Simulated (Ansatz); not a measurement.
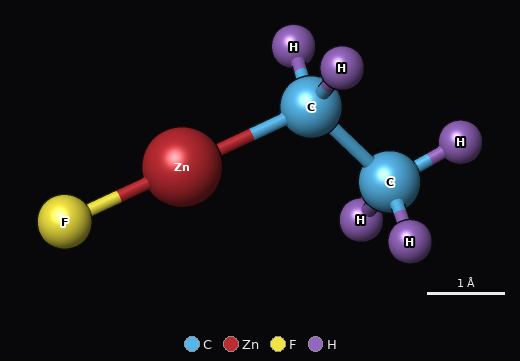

The structure as given in the input (ball-and-stick view, seen at a tilt). Sticks mark near contacts. Bond lengths as drawn: C–C 1.53 Å, C–H 1.09 Å, C–Zn 1.93 Å and F–Zn 1.76 Å.

**Single-point calculation of C$_{2}$H$_{5}$FZn**

The run: single-point calculation of C$_{2}$H$_{5}$FZn, SMILES C[CH2][Zn][F]. Method and program: RKS B2PLYP (frozen core)/def2-TZVPP (Ansatz 0.2.0).

The geometry comes from this level: PBE0-D4/def2-TZVP.

### Output
```
Functional definition: B2PLYP
  name "B2PLYP"
  cite "Grimme, J. Chem. Phys. 124, 034108 (2006) doi:10.1063/1.2148954"
  cite "Becke, Phys. Rev. A 38, 3098 (1988) doi:10.1103/PhysRevA.38.3098"
  cite "Lee, Yang & Parr, Phys. Rev. B 37, 785 (1988) doi:10.1103/PhysRevB.37.785"
  parameter a = 0.53
  parameter c = 0.27
  exchange = (1 - a)*b88_x + a*exact_x
  correlation = (1 - c)*lyp_c + c*(mp2_os + mp2_ss)
1414 factors; integrals over basis functions are off by at most 8.4e-4 eV
mean field evaluation 1: about -53266.8711 eV, gradient 6.3e1 eV
mean field evaluation 2: about -53267.0121 eV, gradient 6.3e1 eV
mean field evaluation 4: about -53274.2580 eV, gradient 1.2e1 eV
mean field evaluation 8: about -53274.4026 eV, gradient 1.0e0 eV
mean field evaluation 16: about -53274.4037 eV, gradient 3.0e-4 eV
mean field -53274.40369440 eV, -1957.7982250813 hartree, gradient 9.2e-6 eV, S^2 0.000000; 0 other end points of the search recorded, 0 dependent functions left out
8 core orbitals not correlated: weight in the atoms' cores, before any rotation towards them, 1.000 or more for the frozen orbitals, at most 0.000 for the correlated occupied ones
reference -53274.40386883 eV, -1957.7982314915 hartree; 20, 20 occupied and 199, 199 virtual orbitals, 1414 factors
second order -46.26060536 eV of doubles, -0.00000000 eV of singles
Total energy: -53286.89423227 eV, -1958.2572438819 hartree
```

The run was set up as follows.

### The input
```yaml
crystal:
  periodic: [false, false, false]
  atoms:
    - {symbol: C, position_ang: [-0.348242, 1.090720, -0.034207]}
    - {symbol: C, position_ang: [-0.045893, -0.275777, 0.575226]}
    - {symbol: Zn, position_ang: [0.696214, -1.573523, -0.642116]}
    - {symbol: F, position_ang: [1.372678, -2.758467, -1.749047]}
    - {symbol: H, position_ang: [-1.073486, 1.025577, -0.848695]}
    - {symbol: H, position_ang: [-0.765455, 1.771866, 0.714478]}
    - {symbol: H, position_ang: [0.547963, 1.567461, -0.438122]}
    - {symbol: H, position_ang: [0.658525, -0.177658, 1.406930]}
    - {symbol: H, position_ang: [-0.953703, -0.716501, 0.998552]}
basis:
  gaussian: {orbitals: def2-TZVPP}
hamiltonian: {xc: {name: B2PLYP}}
```

### Key numbers

```tsv
quantity	value
outcome	converged
total energy	−53286.8942 eV
mean-field energy	−53274.4039 eV
SCF solution under orbital rotations	stable
hardware	4 CPU threads, shared host
wall time	6.5 s (CPU time 21 s)
peak memory	0.57 GiB
```
